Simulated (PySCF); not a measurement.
C$_{8}$H$_{7}$N, SMILES `c1ccn2cccc2c1`.

Method: PBE/6-31+G*; geometry: GFN2-xTB; program: PySCF. No frequency check shows the geometry to be a minimum. The basis has diffuse s and p functions alone, which still leaves polarisabilities too small, most of all across bonds.

Geometry (Å), atoms numbered from 1:

```
C1       2.1208    0.6923    0.0000
C2       2.0768   -0.7225    0.0000
C3       0.8836   -1.3697    0.0000
N4      -0.2767   -0.6631    0.0000
C5      -1.5560   -1.0992    0.0000
C6      -2.3913   -0.0021    0.0000
C7      -1.5994    1.1475    0.0000
C8      -0.2754    0.7338    0.0000
C9       0.9591    1.4063    0.0000
H10      3.0774    1.1905    0.0000
H11      2.9937   -1.2892    0.0000
H12      0.7944   -2.4461    0.0000
H13     -1.7920   -2.1455    0.0000
H14     -3.4637   -0.0352    0.0000
H15     -1.9390    2.1638    0.0000
H16      0.9566    2.4851    0.0000
```

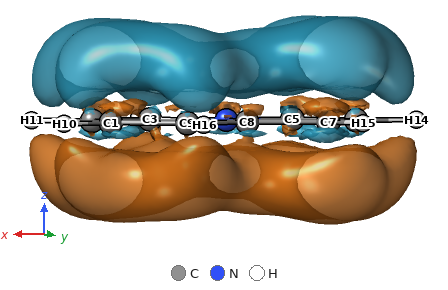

Change of the electron density in a uniform field of 0.41 V/Å, surfaces at ±0.0015 e/Å³ (light blue: gain, orange: loss).

The field was applied in both directions; the picture shows the one opposite to the script's first.

Q: Along which Cartesian direction does the field point?

A: Along −z: electrons gather on the +z side, against the field.

Q: How large is the response?

A: The induced dipole is 1.14 D (along the field); α along this axis, from the fields in both directions, is 56 bohr³ (8.3 Å³).
